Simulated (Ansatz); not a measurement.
**Geometry relaxation of C2H5ClGaN (part 1 of 2)**

- system: C2H5ClGaN
- method: RKS PBE0-D4/def2-SVP (Ansatz 0.2.0)

It belongs to a series of runs on one base structure; here: end point B relaxed. Figures and captions count atoms from 1; the log counts them from 0 in places.

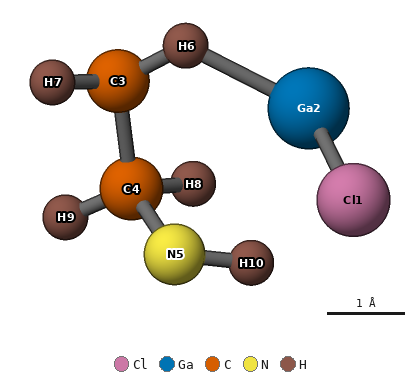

**Figure 1.** The structure as given in the input (ball-and-stick view, seen at a tilt; atoms are numbered from 1 in the order of the input). Sticks mark near contacts.

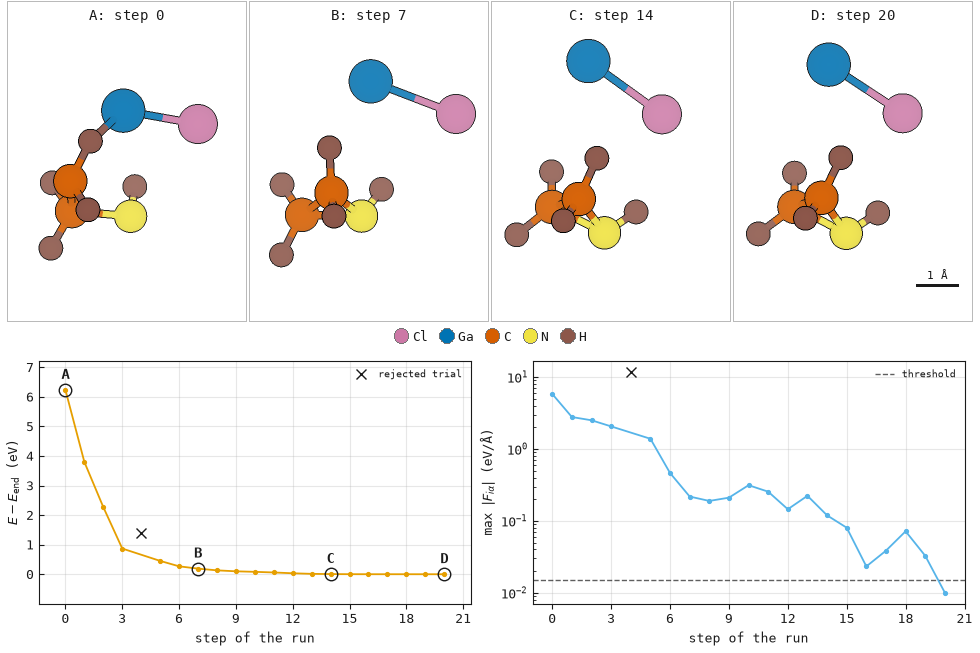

**Figure 2.** Frames of the relaxation (ball-and-stick view, seen at a tilt) above the curves, on which the letters mark them (the first geometry is step 0 here and step 1 in the log).

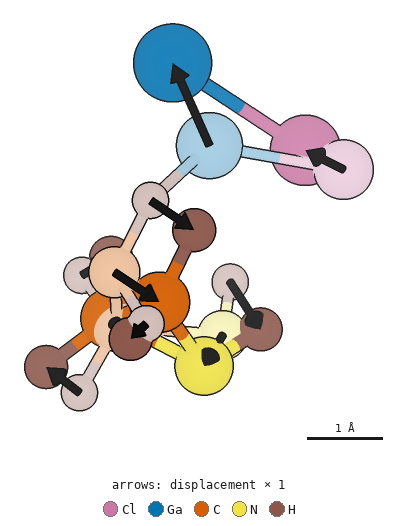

**Figure 3.** Start (faint) and end (solid) with the displacements as black arrows, at true length (ball-and-stick view, seen at a tilt). The two geometries are laid on each other by the best rigid fit. The energy falls by 6.232 eV in 20 geometry steps. Largest force component: 5.8 eV/Å at the start, 0.01 eV/Å at the end. The line search rejected the trial step at point 4 (counted from 0) and went back. Ga2 moves most after the best rigid fit: 1.25 Å. By element the largest moves are Ga 1.25 Å, H 1.15 Å, N 0.76 Å, C 0.75 Å, Cl 0.69 Å. Among the contacts that change: Ga2–H6 1.804 → 2.837 Å, C3–N5 2.442 → 1.447 Å, Cl1–Ga2 1.919 → 2.245 Å, C4–H9 1.035 → 1.095 Å. New bonds form: C3–N5 (2.44 → 1.45 Å). Bonds break: Ga2–H6 (1.80 → 2.84 Å). Among the angles that change: C3–C4–N5 108.7° → 59.3°, N5–C4–H8 105.3° → 118.3°, C3–C4–H8 106.3° → 118.6°. (Atoms are counted from 1 in the order of the input.)

The input that produced these results follows, with the program's output.

Input
```yaml
crystal:
  periodic: [false, false, false]
  atoms:
    - { symbol: Cl, position_ang: [-2.6117, 0.745, -1.0955] }
    - { symbol: Ga, position_ang: [-1.8986, -0.0943, 0.4758] }
    - { symbol: C, position_ang: [0.5559, 0.2135, 1.145] }
    - { symbol: C, position_ang: [0.719, -0.6814, -0.0671] }
    - { symbol: "N", position_ang: [0.0495, -0.0345, -1.2312] }
    - { symbol: H, position_ang: [-0.4638, 0.4869, 1.4011] }
    - { symbol: H, position_ang: [1.201, 1.1418, 0.9889] }
    - { symbol: H, position_ang: [0.1208, -1.6077, 0.1421] }
    - { symbol: H, position_ang: [1.7049, -0.9421, -0.2423] }
    - { symbol: H, position_ang: [-0.83528, -0.57013, -1.34524] }
basis:
  gaussian: { orbitals: def2-SVP }
hamiltonian:
  xc: pbe0
  dispersion: d4
relax:
  f_tol: 0.015
  max_steps: 40
```

Command:
```bash
ansatz run input.yaml --threads 2 --pin off --max-ram 3072MiB --backend cpu --events-out ev --progress --plain --runs-dir out
```

What the program printed
```
The last accepted step is kept in [file] (removed where the run ends without a failure and the disk answers)
Engine: ansatz 0.2.0, x86_64-unknown-linux-gnu
Functional definition: PBE0
  parameter a = 0.25
  parameter kappa = 0.804
  parameter beta = 0.06672455060314922
  exchange = (1 - a)*pbe_x(kappa = kappa, mu = beta*pi^2/3) + a*exact_x
  correlation = pbe_c(beta = beta)
1276 factors; integrals over basis functions are off by at most 3.3e-4 eV
mean field evaluation 1: about -68489.0058 eV, gradient 8.0e1 eV
mean field evaluation 2: about -68216.0991 eV, gradient 2.4e2 eV
mean field evaluation 4: about -68490.9438 eV, gradient 8.1e1 eV
mean field evaluation 8: about -68511.7443 eV, gradient 1.8e0 eV
mean field evaluation 16: about -68511.7840 eV, gradient 5.2e-3 eV
mean field -68511.78398898 eV, -2517.7616226397 hartree, gradient 4.5e-5 eV, S^2 0.000000; 0 other end points of the search recorded, 0 dependent functions left out
the calculation of the forces begins
reference -68511.78401597 eV, -2517.7616236318 hartree; 36, 36 occupied and 81, 81 virtual orbitals, 1276 factors
relax step   1: F+E_penalty+E_count = -68512.00959808 eV  Δ(F+E_penalty+E_count) = +0.000e0 eV  max|allowed force component| = 5.812e0 eV/Å  Δτ_max = 0.0000 Å  (35 SCF iters, accepted)
these checks for a lower state are left out or cut short: starts, cluster_reference, orbital_swaps, neighbouring_geometries, increment
1276 factors; integrals over basis functions are off by at most 3.8e-4 eV
mean field -68514.22417480 eV, -2517.8512978148 hartree, gradient 2.0e-5 eV, S^2 0.000000; 0 other end points of the search recorded, 0 dependent functions left out
[... from here on the field's lines of each further geometry are left out, up to the last ...]
relax step   2: F+E_penalty+E_count = -68514.44617242 eV  Δ(F+E_penalty+E_count) = -2.437e0 eV  max|allowed force component| = 2.778e0 eV/Å  Δτ_max = 0.1941 Å  (39 SCF iters, accepted)
relax step   3: F+E_penalty+E_count = -68515.97209483 eV  Δ(F+E_penalty+E_count) = -1.526e0 eV  max|allowed force component| = 2.503e0 eV/Å  Δτ_max = 0.1950 Å  (31 SCF iters, accepted)
relax step   4: F+E_penalty+E_count = -68517.37246719 eV  Δ(F+E_penalty+E_count) = -1.400e0 eV  max|allowed force component| = 2.058e0 eV/Å  Δτ_max = 0.1948 Å  (34 SCF iters, accepted)
relax step   5: F+E_penalty+E_count = -68516.85038146 eV  Δ(F+E_penalty+E_count) = +5.221e-1 eV  max|allowed force component| = 1.192e1 eV/Å  Δτ_max = 0.1949 Å  (34 SCF iters, rejected (line search))
relax step   6: F+E_penalty+E_count = -68517.79034031 eV  Δ(F+E_penalty+E_count) = -4.179e-1 eV  max|allowed force component| = 1.385e0 eV/Å  Δτ_max = 0.0969 Å  (29 SCF iters, accepted)
relax step   7: F+E_penalty+E_count = -68517.97356020 eV  Δ(F+E_penalty+E_count) = -1.832e-1 eV  max|allowed force component| = 4.626e-1 eV/Å  Δτ_max = 0.0974 Å  (29 SCF iters, accepted)
relax step   8: F+E_penalty+E_count = -68518.05189361 eV  Δ(F+E_penalty+E_count) = -7.833e-2 eV  max|allowed force component| = 2.178e-1 eV/Å  Δτ_max = 0.1463 Å  (29 SCF iters, accepted)
relax step   9: F+E_penalty+E_count = -68518.10968528 eV  Δ(F+E_penalty+E_count) = -5.779e-2 eV  max|allowed force component| = 1.893e-1 eV/Å  Δτ_max = 0.1915 Å  (30 SCF iters, accepted)
relax step  10: F+E_penalty+E_count = -68518.14221618 eV  Δ(F+E_penalty+E_count) = -3.253e-2 eV  max|allowed force component| = 2.101e-1 eV/Å  Δτ_max = 0.1947 Å  (29 SCF iters, accepted)
relax step  11: F+E_penalty+E_count = -68518.16026273 eV  Δ(F+E_penalty+E_count) = -1.805e-2 eV  max|allowed force component| = 3.132e-1 eV/Å  Δτ_max = 0.1676 Å  (29 SCF iters, accepted)
relax step  12: F+E_penalty+E_count = -68518.18158783 eV  Δ(F+E_penalty+E_count) = -2.133e-2 eV  max|allowed force component| = 2.545e-1 eV/Å  Δτ_max = 0.1271 Å  (29 SCF iters, accepted)
relax step  13: F+E_penalty+E_count = -68518.20871732 eV  Δ(F+E_penalty+E_count) = -2.713e-2 eV  max|allowed force component| = 1.451e-1 eV/Å  Δτ_max = 0.1946 Å  (30 SCF iters, accepted)
relax step  14: F+E_penalty+E_count = -68518.22824377 eV  Δ(F+E_penalty+E_count) = -1.953e-2 eV  max|allowed force component| = 2.231e-1 eV/Å  Δτ_max = 0.1952 Å  (28 SCF iters, accepted)
relax step  15: F+E_penalty+E_count = -68518.23626961 eV  Δ(F+E_penalty+E_count) = -8.026e-3 eV  max|allowed force component| = 1.192e-1 eV/Å  Δτ_max = 0.1258 Å  (29 SCF iters, accepted)
relax step  16: F+E_penalty+E_count = -68518.23953485 eV  Δ(F+E_penalty+E_count) = -3.265e-3 eV  max|allowed force component| = 8.029e-2 eV/Å  Δτ_max = 0.1540 Å  (30 SCF iters, accepted)
relax step  17: F+E_penalty+E_count = -68518.24057669 eV  Δ(F+E_penalty+E_count) = -1.042e-3 eV  max|allowed force component| = 2.324e-2 eV/Å  Δτ_max = 0.0510 Å  (29 SCF iters, accepted)
relax step  18: F+E_penalty+E_count = -68518.24087243 eV  Δ(F+E_penalty+E_count) = -2.957e-4 eV  max|allowed force component| = 3.852e-2 eV/Å  Δτ_max = 0.0347 Å  (30 SCF iters, accepted)
relax step  19: F+E_penalty+E_count = -68518.24094719 eV  Δ(F+E_penalty+E_count) = -7.475e-5 eV  max|allowed force component| = 7.162e-2 eV/Å  Δτ_max = 0.0410 Å  (30 SCF iters, accepted)
relax step  20: F+E_penalty+E_count = -68518.24126259 eV  Δ(F+E_penalty+E_count) = -3.154e-4 eV  max|allowed force component| = 3.267e-2 eV/Å  Δτ_max = 0.0179 Å  (24 SCF iters, accepted)
the calculation of the forces begins
reference -68518.02501800 eV, -2517.9909762259 hartree; 36, 36 occupied and 81, 81 virtual orbitals, 1276 factors
relax step  21: F+E_penalty+E_count = -68518.24137559 eV  Δ(F+E_penalty+E_count) = -1.130e-4 eV  max|allowed force component| = 1.004e-2 eV/Å  Δτ_max = 0.0063 Å  (24 SCF iters, accepted)
1276 factors; integrals over basis functions are off by at most 7.9e-4 eV
mean field -68518.02498999 eV, -2517.9909751966 hartree, gradient 8.5e-6 eV, S^2 0.000000; 1 other end points of the search recorded, 0 dependent functions left out
the calculation of the forces begins
reference -68518.02501800 eV, -2517.9909762259 hartree; 36, 36 occupied and 81, 81 virtual orbitals, 1276 factors
Total energy: -68518.24140359 eV, -2517.9989282500 hartree
Atom 0 at    -2.679233     0.189161    -0.959166 Å, force    -0.000608     0.000446    -0.003551 eV/Å
Atom 1 at    -2.746712    -0.727014     1.089185 Å, force     0.000058    -0.000620     0.004188 eV/Å
Atom 2 at     0.555749     0.488489     0.518275 Å, force     0.010036    -0.000660    -0.003988 eV/Å
Atom 3 at     0.612761    -0.871922    -0.061482 Å, force    -0.000504    -0.006290     0.001370 eV/Å
Atom 4 at     0.739652     0.296607    -0.903740 Å, force     0.004442     0.004071     0.001936 eV/Å
Atom 5 at    -0.412128     0.870484     0.871364 Å, force    -0.005819    -0.000787     0.002566 eV/Å
Atom 6 at     1.415575     0.885748     1.068814 Å, force    -0.003873     0.002989     0.000041 eV/Å
Atom 7 at    -0.314780    -1.458615    -0.120722 Å, force    -0.003896    -0.001127     0.002405 eV/Å
Atom 8 at     1.513662    -1.483223     0.060115 Å, force     0.000791    -0.001029    -0.001797 eV/Å
Atom 9 at    -0.142825     0.467356    -1.391081 Å, force    -0.000626     0.003008    -0.003169 eV/Å
Dipole moment:    -0.286763    -0.253512     0.548279 e Å
```

Trajectory as extended XYZ (Å, eV, eV/Å), 21 frames, from step=1 to step=21
```
10
Properties=species:S:1:pos:R:3:forces:R:3 step=1 energy=-68512.00960
Cl   -2.6117    0.7450   -1.0955   -3.7120   3.6499  -5.8115
Ga   -1.8986   -0.0943    0.4758   -0.2528  -3.5049   5.3256
C     0.5559    0.2135    1.1450    1.9624   2.6364  -3.8725
C     0.7190   -0.6814   -0.0671   -3.2126  -1.7717  -0.2515
N     0.0495   -0.0345   -1.2312    1.6513   0.2075   2.7533
H    -0.4638    0.4869    1.4011    0.0194   0.0234   1.7904
H     1.2010    1.1418    0.9889   -0.4910  -0.7659   0.6428
H     0.1208   -1.6077    0.1421    0.7411  -0.1173   0.1684
H     1.7049   -0.9421   -0.2423    2.5155  -0.5609  -0.4284
H    -0.8353   -0.5701   -1.3452    0.7787   0.2035  -0.3167
10
Properties=species:S:1:pos:R:3:forces:R:3 step=2 energy=-68514.44617
Cl   -2.7507    0.8369   -1.1950   -1.1388   0.9529  -1.2555
Ga   -2.0226   -0.1532    0.5432   -1.5266  -1.0059   0.8836
C     0.5789    0.2845    1.0259   -0.8457   0.8176  -2.7777
C     0.7253   -0.7599   -0.0652   -0.4600  -0.2172   0.0006
N     0.0985   -0.0064   -1.1478    0.9738  -0.1673   2.4167
H    -0.4392    0.4619    1.4757    1.3458  -0.1922   0.3506
H     1.2243    1.1836    0.9787   -0.0969  -0.3328   0.0292
H     0.1436   -1.6698    0.1677    0.4322  -0.2310   0.2879
H     1.7579   -0.9785   -0.2516    0.9831  -0.4104  -0.1306
H    -0.7743   -0.5421   -1.3601    0.3331   0.7863   0.1951
10
Properties=species:S:1:pos:R:3:forces:R:3 step=3 energy=-68515.97210
Cl   -2.8526    0.8953   -1.2551   -0.3944   0.1355  -0.0733
Ga   -2.2074   -0.2104    0.5678   -1.0202  -0.1687  -0.1206
C     0.5531    0.3396    0.8630   -1.9246  -0.5447  -2.5034
C     0.7714   -0.8347   -0.0643    0.9401   0.2311   1.0101
N     0.1704    0.0182   -1.0214    0.0408   0.4294   1.7341
H    -0.4059    0.4335    1.4735    1.4123  -0.2447  -0.5144
H     1.2411    1.1881    0.9335    0.0110  -0.1029  -0.3675
H     0.1890   -1.7227    0.2029    0.2448  -0.4200   0.2358
H     1.8324   -1.0236   -0.2489    0.2067  -0.4279   0.0428
H    -0.7498   -0.4264   -1.2795    0.4834   1.1130   0.5564
10
Properties=species:S:1:pos:R:3:forces:R:3 step=4 energy=-68517.37247
Cl   -2.9173    0.9246   -1.2863   -0.0853  -0.1755   0.3554
Ga   -2.3277   -0.2440    0.5778   -0.8057   0.0879  -0.3967
C     0.4882    0.3742    0.6826   -1.3122  -0.8467  -2.0576
C     0.8259   -0.9085   -0.0380    0.9084   0.9087   0.8250
N     0.2203    0.0795   -0.8748   -0.5312  -0.0222   1.6436
H    -0.3731    0.3948    1.4358    1.0749  -0.1515  -0.8938
H     1.2247    1.1748    0.8536   -0.1265  -0.2673  -0.3152
H     0.2320   -1.7824    0.2377    0.0952  -0.3447   0.1098
H     1.8965   -1.0744   -0.2304   -0.1360  -0.3603   0.0802
H    -0.7277   -0.2814   -1.1864    0.9185   1.1716   0.6492
10
Properties=species:S:1:pos:R:3:forces:R:3 step=5 energy=-68516.85038 accepted=F
Cl   -2.9593    0.9280   -1.2869    0.0620  -0.2123   0.4057
Ga   -2.4424   -0.2721    0.5869   -0.6358   0.0672  -0.2762
C     0.4261    0.3921    0.5045    2.4320   1.9377  11.2457
C     0.8736   -0.9545   -0.0075    0.7313   0.3141   0.7589
N     0.2722    0.1319   -0.6944   -3.7269  -2.9433 -11.9155
H    -0.3505    0.3709    1.3341    0.1955   0.0155  -0.6080
H     1.2028    1.1407    0.7778   -0.2400  -0.0634   0.1104
H     0.2600   -1.8221    0.2548    0.0210  -0.0045   0.0848
H     1.9356   -1.1191   -0.2198   -0.0924  -0.1509   0.0705
H    -0.6765   -0.1387   -1.0778    1.2532   1.0397   0.1236
```
